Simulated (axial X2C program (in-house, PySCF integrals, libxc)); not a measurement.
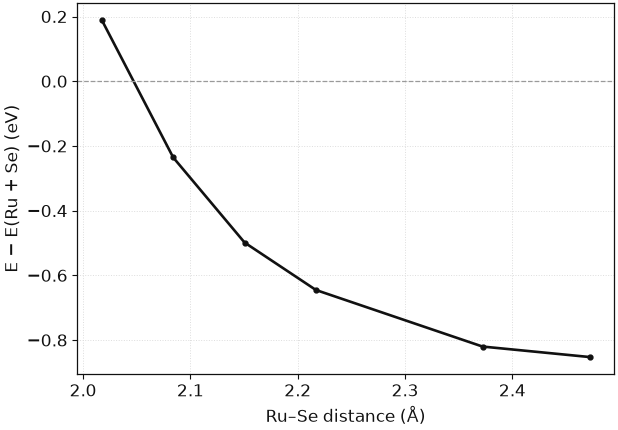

Energy at 6 bond lengths, for one set of occupations held fixed; the line joins the points. The lowest point is at 2.47 Å, the end of the range, so no minimum is bracketed. The lowest point lies 0.85 eV below Ru + Se. 1 further points did not converge.

**Run report: RuSe, relativistic diatomic calculation**

System: RuSe, single determinant with Ω = 4.
Method: HF, two-component X2C with atomic mean-field Coulomb and Gaunt terms, Ru dyall-cv3z, Se dyall-cv3z (cores contracted) (axial X2C program (in-house, PySCF integrals, libxc)).

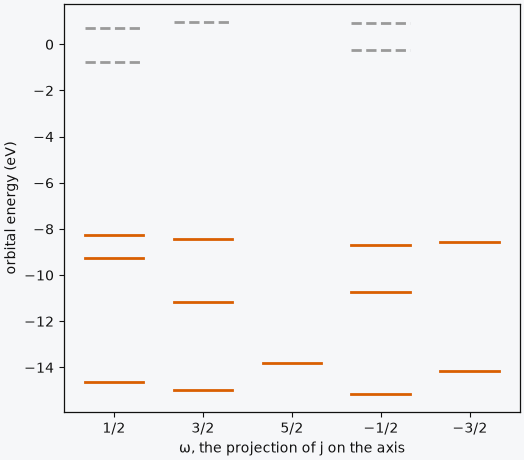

Orbital energies near the frontier at 2.22 Å, filled (solid) and empty (dashed). The highest filled spinor (1/2; 37 % Ru s, 36 % Se p) lies at −8.25 eV, the lowest empty one (1/2; 41 % Ru p, 30 % Ru s) at −0.76 eV.

Input and output of the run follow.

**Input file**
```
{"zs": [44, 34], "q": 0, "bas": ["dyall-cv3z", "dyall-cv3z"], "levels": ["PBE0", "HF", "BHandHLYP"], "cc": true, "r0": 2.21, "thr": -2.0, "nmax": 90, "npts": 10, "nst": 2, "ntry": 6}
```

The line is the task of a batch: nuclear charges, charge, bases, the levels to run, a first guess of the distance and further settings. This report covers HF with spin-orbit coupling. The log is that of the reference distance 2.217 Å.

The run was one of a batch that the task file lists, launched with:
```bash
python <driver script> task.json out
```

**Log**
```
two-component X2C + atomic mean field  HF
basis functions 252  fitting functions 1260  grid points 5799
iter        total energy     max residual
   1      -6953.506939681     3.28e-01
   2      -6953.547024899     1.39e-02
   3      -6953.549984069     1.61e-02
   4      -6953.555352888     5.34e-03
   5      -6953.557248530     3.54e-03
   6      -6953.558366227     2.40e-03
   7      -6953.558946148     1.86e-03
   8      -6953.559359095     1.22e-03
   9      -6953.559620659     7.80e-04
  10      -6953.559830525     3.98e-04
  11      -6953.559901752     3.95e-04
  12      -6953.559951690     3.77e-04
  13      -6953.560041241     3.05e-04
  14      -6953.560112795     1.87e-04
  15      -6953.560133279     1.19e-04
  16      -6953.560139218     1.04e-04
  17      -6953.560142524     1.08e-04
  18      -6953.560145203     1.11e-04
  19      -6953.560152191     8.64e-05
  20      -6953.560159556     6.40e-05
  21      -6953.560162933     5.41e-05
  22      -6953.560165506     3.88e-05
  23      -6953.560167275     2.72e-05
  24      -6953.560167916     1.82e-05
  25      -6953.560168360     1.36e-05
  26      -6953.560168488     8.87e-06
  27      -6953.560168553     5.84e-06
  28      -6953.560168575     4.46e-06
  29      -6953.560168584     3.01e-06
  30      -6953.560168586     1.57e-06
  31      -6953.560168587     9.60e-07
converged
one-electron -10331.32413714  Coulomb 3243.16289809  exact exchange -219.34640081  xc functional 0.00000000  nuclear repulsion 357.08123930  atomic mean-field constant -3.13376804
correlated 14  virtual 306  natural virtual 90  E(MP2) -0.379156150  MP2 remainder -0.031440072
iter   CCSD correlation   residual
   1     -0.339826786   2.01e-01
   2     -0.353046767   1.14e-01
   3     -0.361024550   5.87e-02
   4     -0.363458256   3.06e-02
   5     -0.364992517   1.63e-02
   6     -0.365205827   5.49e-03
   7     -0.365265811   2.20e-03
   8     -0.365300126   1.22e-03
   9     -0.365278745   8.51e-04
  10     -0.365302378   5.09e-04
  11     -0.365291212   2.82e-04
  12     -0.365297429   1.56e-04
  13     -0.365295167   9.59e-05
  14     -0.365295079   5.50e-05
  15     -0.365294773   2.72e-05
  16     -0.365294463   1.54e-05
  17     -0.365294251   9.30e-06
  18     -0.365294205   6.22e-06
  19     -0.365294094   4.23e-06
  20     -0.365294122   2.84e-06
  21     -0.365294073   1.78e-06
  22     -0.365294096   1.11e-06
  23     -0.365294093   7.01e-07
(T) -0.02044833178568326  T1 0.0879  D1 0.1913  max T2 0.064
```

**The points of the curve**

| R (Å) | E (hartree) | dipole (D; origin at the first atom, positive when the second is positive) | highest filled (eV) | lowest empty (eV) |
| --- | --- | --- | --- | --- |
| 2.018 | −6953.529509 | −5.19 | −8.33 | −0.39 |
| 2.084 | −6953.545114 | −5.63 | −8.32 | −0.56 |
| 2.151 | −6953.554776 | −5.96 | −8.31 | −0.71 |
| 2.217 | −6953.560169 | −5.75 | −8.25 | −0.76 |
| 2.295 | – | – | −8.23 | −0.54 |
| 2.372 | −6953.566591 | −4.55 | −8.13 | −0.49 |
| 2.472 | −6953.567782 | −3.96 | −7.96 | −0.44 |

**Key numbers**

- outcome: converged
- hardware: 1 thread of Arm Neoverse V1, 24 GiB of memory available, shared host
- wall time: 23 s

**Remarks**

Hartree–Fock lacks correlation, so it usually binds too weakly. Caveats: some points did not converge; 7 of the 10 points asked for were kept.
